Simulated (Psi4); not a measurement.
Intermolecular potential of H2 ··· HCl (SMILES [H][H] and Cl). Monomers: optimised at B3LYP-D3(BJ) (def2-TZVP), held rigid. Orientation: lowest of the rigid-body minima from ten starts at GFN2-xTB. R is the distance of the centres of mass, along which the second monomer moves.

Methods: SAPT0/jun-cc-pVDZ, frozen core (Psi4); MP2/aug-cc-pVTZ = DF-MP2/aug-cc-pVTZ, frozen core, counterpoise-corrected in Psi4 1.11; B3LYP/def2-TZVP, counterpoise-corrected (Psi4); PBE/def2-TZVP, counterpoise-corrected (Psi4); M06-2X/def2-TZVP, counterpoise-corrected (Psi4); CCSD(T)/aug-cc-pVDZ = DF-CCSD(T)/aug-cc-pVDZ, frozen core, counterpoise-corrected (Psi4).

Cost and agreement with CCSD(T)/aug-cc-pVDZ over the 12 points of the scan, with CCSD(T)/aug-cc-pVDZ as yardstick. Costs are rough ratios of core time within Psi4 on shared cores, each with its mean field (Kohn-Sham runs search longer for lower solutions than correlated ones do); the miss is the largest difference from CCSD(T) of the interaction energy, in kcal/mol.

Q: Which is the cheapest of these levels that stays within 0.72 kcal/mol of CCSD(T)/aug-cc-pVDZ?

A: SAPT0/jun-cc-pVDZ.

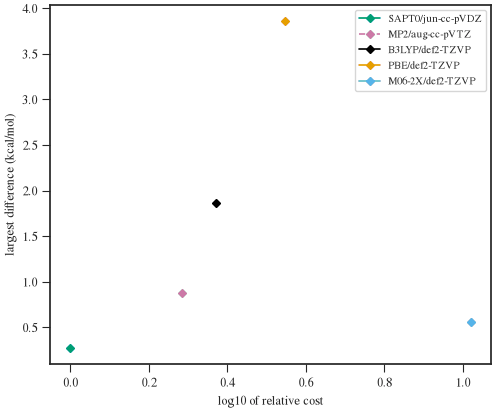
Miss against cost, one point a level.

| level | relative cost | largest difference |
|---|---|---|
| SAPT0/jun-cc-pVDZ | 1 | 0.28 |
| MP2/aug-cc-pVTZ | 2 | 0.88 |
| B3LYP/def2-TZVP | 2 | 1.86 |
| PBE/def2-TZVP | 4 | 3.86 |
| M06-2X/def2-TZVP | 10 | 0.56 |

Costs within a factor of two of each other count as equal.
